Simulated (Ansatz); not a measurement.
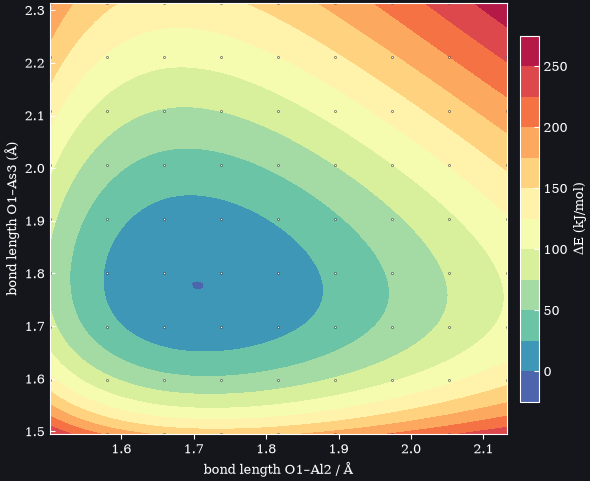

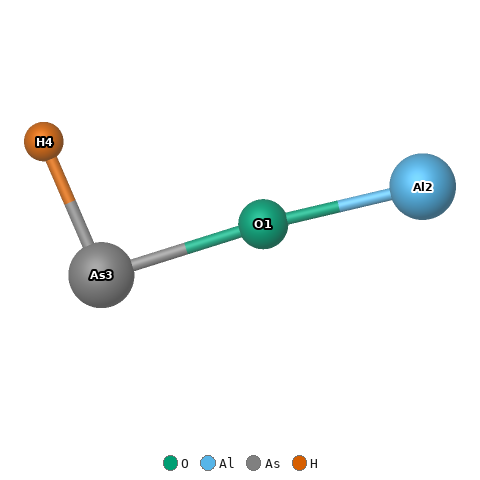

Energy landscape of AlAsHO, spin multiplicity 2. The first coordinate is: bond length O1–Al2; the second: bond length O1–As3. Nothing is relaxed (all other coordinates rigid). Grid: 9 × 9 points. Energies: kJ/mol, counted from the relaxed molecule at the same level. Method: UKS B3LYP-D4/def2-TZVP in Ansatz 0.2.0.

Drawn: filled contours, dots at the grid points. Between grid points the surface is interpolated. The second picture is the structure at the lowest point.

### Summarise what can be read from the map.

The lowest grid point is at bond length O1–Al2 = 1.738 Å, bond length O1–As3 = 1.801 Å, 1.8 kJ/mol from the relaxed molecule at the same level. No other kind of well shows on this grid. The highest grid point, bond length O1–Al2 = 2.132 Å, bond length O1–As3 = 2.313 Å, lies 264 kJ/mol above the lowest. Round the minimum the two coordinates are weakly coupled (coupling 0.06 in units of the two stiffnesses).

The values on the grid:

| bond length O1–As3 ↓, bond length O1–Al2 → | 1.501 | 1.580 | 1.659 | 1.738 | 1.816 | 1.895 | 1.974 | 2.053 | 2.132 |
| --- | --- | --- | --- | --- | --- | --- | --- | --- | --- |
| 2.313 | 196 | 154 | 140 | 144 | 159 | 182 | 208 | 237 | 266 |
| 2.211 | 166 | 122 | 107 | 110 | 124 | 146 | 172 | 199 | 228 |
| 2.108 | 135 | 90 | 73 | 75 | 88 | 109 | 134 | 161 | 190 |
| 2.006 | 106 | 60 | 42 | 43 | 55 | 75 | 99 | 126 | 153 |
| 1.904 | 82 | 35 | 16 | 16 | 28 | 47 | 70 | 96 | 123 |
| 1.801 | 71 | 23 | 3 | 2 | 12 | 30 | 53 | 78 | 104 |
| 1.699 | 83 | 33 | 12 | 9 | 19 | 36 | 57 | 81 | 105 |
| 1.597 | 134 | 82 | 59 | 55 | 63 | 78 | 98 | 120 | 143 |
| 1.495 | 250 | 196 | 171 | 164 | 170 | 184 | 202 | 222 | 242 |

Time for the 81 points that were run: 12 min on 1 thread of Arm Neoverse V1 (shared host).
